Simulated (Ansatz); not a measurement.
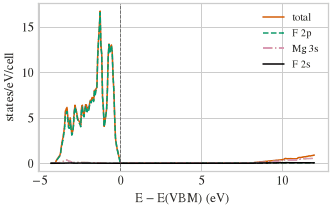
Figure: Total and projected density of states of MgF2 (rutile, space group No. 136), the program Ansatz at the r²SCAN level (PAW)

Problem. Which orbitals carry the states next to the gap?

Solution. Top 1 eV of the valence band: F 2p 99 %. Bottom 1 eV of the conduction band: Mg 3s 75 %, F 2s 20 %. Projections are on Löwdin-orthogonalised atomic valence shells; empty p or d shells of many metals are not among them.

Problem. Where is the tallest occupied peak in this window, and what makes it?

Solution. Near -1.2 eV, about 17 states/eV per cell; the largest projected share is F 2p.

Space group P4_2/mnm (rutile). The r²SCAN relaxation kept the symmetry of its start.

Potentials: the later of the program's two PAW sets.
